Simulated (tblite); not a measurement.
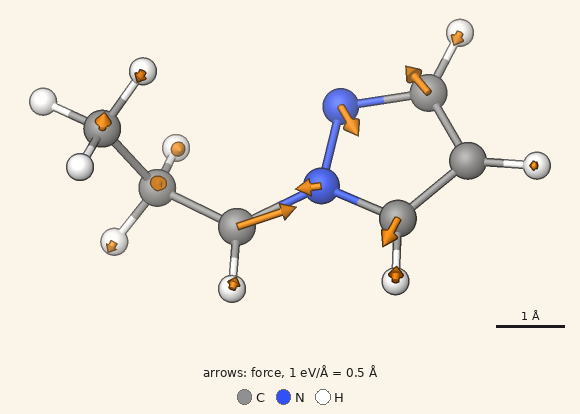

Starting geometry of C₆H₉N₂ (multiplicity 2) with the computed forces as orange arrows. Style: ball-and-stick. Shown at a tilt.

All numbers below come from tblite, GFN2-xTB geometry optimisation, gas phase. 

> What follows when this structure is relaxed?

It isn't relaxed: the largest force vector, on a C atom, is 1.89 eV/Å. The final displacements have little in common with the starting forces (cosine between the two patterns 0.26). The largest move after the best rigid fit is that of an H atom, 0.17 Å. By element the largest moves are H 0.17 Å, N 0.11 Å, C 0.10 Å. Some distances before and after: C–N 1.393 → 1.342 Å, N–N 1.369 → 1.343 Å, C–N 1.336 → 1.320 Å, C–H 1.107 → 1.091 Å. Bond angles that change, for instance: H–C–H 105.9° → 109.6°, C–C–H 111.7° → 108.5°, C–N–N 125.1° → 122.2°. After 46 geometry steps the energy has fallen by 14.4 kJ/mol.
